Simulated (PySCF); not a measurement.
Run report: AlH$_{3}$S, single-point calculation

System: AlH$_{3}$S, SMILES [AlH2][SH].
Method: wB97X-V/STO-6G, RKS (PySCF 2.14.0).

The geometry comes from this level: PBE0-D4/def2-TZVP.

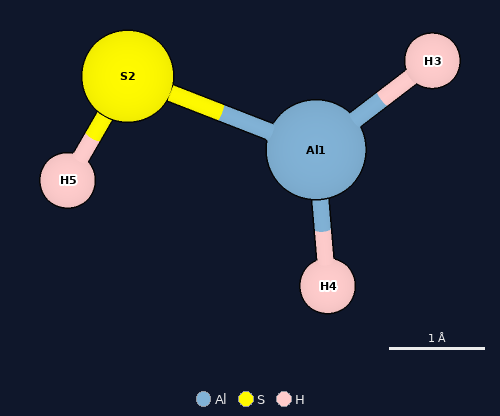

Figure 1. The structure as given in the input (ball-and-stick view, seen at a tilt; atoms are numbered from 1 in the order of the input). Sticks mark near contacts.

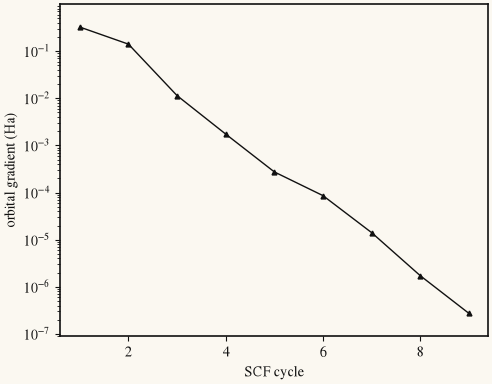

Figure 2. Convergence of the self-consistent field: orbital gradient against the SCF cycle. The residual falls at every step.

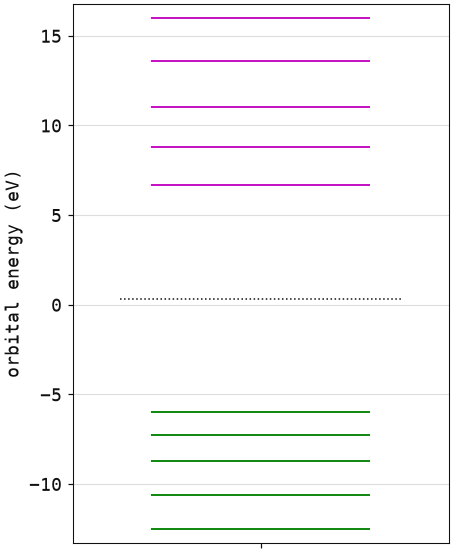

Figure 3. Orbital energies near the frontier; the dotted line parts filled from empty levels, and levels within 0.02 eV of each other stand side by side. Highest filled −5.97 eV, lowest empty 6.66 eV, 12.63 eV apart.

These pictures come from the run below.

The input (run.py):
```python
from pyscf import gto, dft

mol = gto.Mole()
mol.atom = '''
Al    -1.164260    -0.121320    -0.343363
S      2.133690    -0.648365     2.072274
H     -3.744870    -1.228511     0.663483
H     -0.833558     1.315249    -2.941170
H      3.703296     0.543863     0.470542
'''
mol.basis = 'sto-6g'
mol.max_memory = 1860
mol.spin = 0
mol.unit = 'bohr'
mol.verbose = 4
mol.build()

mf = dft.RKS(mol)
mf.xc = 'wb97x-v'
mf.grids.level = 5
mf.conv_tol = 1e-10
mf.nlcgrids.level = 1
mf.kernel()
if not mf.converged:
    mf = mf.newton().run(mf.mo_coeff, mf.mo_occ)

e_final = mf.e_tot
print('E = %.10f Eh' % e_final)
```

Command:
```bash
OMP_NUM_THREADS=1 python run.py
```

The program's output:
```
PySCF version 2.14.0

[INPUT] num. atoms = 5
[INPUT] num. electrons = 32
[INPUT] charge = 0
[INPUT] spin (= nelec alpha-beta = 2S) = 0
[INPUT] symmetry False subgroup None
[INPUT] Mole.unit = bohr
[INPUT] Symbol           X                Y                Z      unit          X                Y                Z       unit  Magmom
[INPUT]  1 Al    -0.616099859586  -0.064199779229  -0.181699874673 AA   -1.164260000000  -0.121320000000  -0.343363000000 Bohr   0.0
[INPUT]  2 S      1.129100123168  -0.343099982358   1.096600175582 AA    2.133690000000  -0.648365000000   2.072274000000 Bohr   0.0
[INPUT]  3 H     -1.981699861858  -0.650100024565   0.351100083433 AA   -3.744870000000  -1.228511000000   0.663483000000 Bohr   0.0
[INPUT]  4 H     -0.441099897580   0.695999797485  -1.556400137442 AA   -0.833558000000   1.315249000000  -2.941170000000 Bohr   0.0
[INPUT]  5 H      1.959699848491   0.287799905463   0.249000103181 AA    3.703296000000   0.543863000000   0.470542000000 Bohr   0.0

nuclear repulsion = 73.8148995306431
number of shells = 13
number of NR pGTOs = 126
number of NR cGTOs = 21
basis = sto-6g
ecp = {}

******** <class 'pyscf.dft.rks.RKS'> ********
method = RKS
initial guess = minao
damping factor = 0
level_shift factor = 0
DIIS = <class 'pyscf.scf.diis.CDIIS'>
diis_start_cycle = 1
diis_space = 8
diis_damp = 0
SCF conv_tol = 1e-10
SCF conv_tol_grad = None
SCF max_cycles = 50
direct_scf = True
direct_scf_tol = 1e-13
XC library pyscf.dft.libxc version 7.0.0
    S. Lehtola, C. Steigemann, M. J.T. Oliveira, and M. A.L. Marques.,  SoftwareX 7, 1–5 (2018)
XC functionals = wb97x-v
    N. Mardirossian and M. Head-Gordon.,  Phys. Chem. Chem. Phys. 16, 9904-9924 (2014)
radial grids:
    Treutler-Ahlrichs [JCP 102, 346 (1995); DOI:10.1063/1.469408] (M4) radial grids

becke partition: Becke, JCP 88, 2547 (1988); DOI:10.1063/1.454033
pruning grids: <function nwchem_prune>
grids dens level: 5
symmetrized grids: False
atomic radii adjust function: <function treutler_atomic_radii_adjust>
** Following is NLC and NLC Grids **
NLC functional = wb97x-v
radial grids:
    Treutler-Ahlrichs [JCP 102, 346 (1995); DOI:10.1063/1.469408] (M4) radial grids

becke partition: Becke, JCP 88, 2547 (1988); DOI:10.1063/1.454033
pruning grids: <function nwchem_prune>
grids dens level: 1
symmetrized grids: False
atomic radii adjust function: <function treutler_atomic_radii_adjust>
small_rho_cutoff = 0
Set gradient conv threshold to 1e-05
Initial guess from minao.
tot grids = 156720
tot grids = 20088
init E= -639.499850416699
  HOMO = -0.321257309680073  LUMO = 0.135727411406994  gap/eV = 12.43519
cycle= 1 E= -639.944038572447  delta_E= -0.444  |g|= 0.325  |ddm|= 2.37
  HOMO = -0.154469556671769  LUMO = 0.207045199724386  gap/eV = 9.83732
cycle= 2 E= -639.988498899131  delta_E= -0.0445  |g|= 0.141  |ddm|= 0.89
  HOMO = -0.22114092022964  LUMO = 0.245012731236327  gap/eV = 12.68469
cycle= 3 E= -639.996215179455  delta_E= -0.00772  |g|= 0.0114  |ddm|= 0.254
  HOMO = -0.219845898038938  LUMO = 0.244331500615225  gap/eV = 12.63091
cycle= 4 E= -639.996311177094  delta_E= -9.6e-05  |g|= 0.00174  |ddm|= 0.0308
  HOMO = -0.219453249271149  LUMO = 0.24471763744281  gap/eV = 12.63073
cycle= 5 E= -639.99631372734  delta_E= -2.55e-06  |g|= 0.000274  |ddm|= 0.00566
  HOMO = -0.219570747102446  LUMO = 0.244621684513134  gap/eV = 12.63132
cycle= 6 E= -639.996313790908  delta_E= -6.36e-08  |g|= 8.6e-05  |ddm|= 0.000794
  HOMO = -0.219545801460702  LUMO = 0.244626314943913  gap/eV = 12.63077
cycle= 7 E= -639.996313800948  delta_E= -1e-08  |g|= 1.41e-05  |ddm|= 0.0004
  HOMO = -0.219547733415571  LUMO = 0.244627656990691  gap/eV = 12.63086
cycle= 8 E= -639.996313801266  delta_E= -3.18e-10  |g|= 1.72e-06  |ddm|= 8e-05
  HOMO = -0.219547250064273  LUMO = 0.244627501708053  gap/eV = 12.63084
cycle= 9 E= -639.99631380127  delta_E= -3.52e-12  |g|= 2.73e-07  |ddm|= 8.87e-06
  HOMO = -0.21954729107657  LUMO = 0.244627520721718  gap/eV = 12.63084
Extra cycle  E= -639.996313801271  delta_E= -7.96e-13  |g|= 9.19e-08  |ddm|= 8.89e-07
converged SCF energy = -639.996313801271
E = -639.9963138013 Eh
```

Summary:

| quantity | value |
| --- | --- |
| outcome | converged |
| total energy | −639.996314 hartree |
| basis functions | 21 |
| HOMO | −5.97 eV |
| LUMO | 6.66 eV |
| dipole moment | 1.28 D |
| hardware | 1 thread of AMD EPYC (Zen 3), 16 GiB of memory available, shared host |
| wall time | 36 s |
| peak memory | 0.19 GiB |
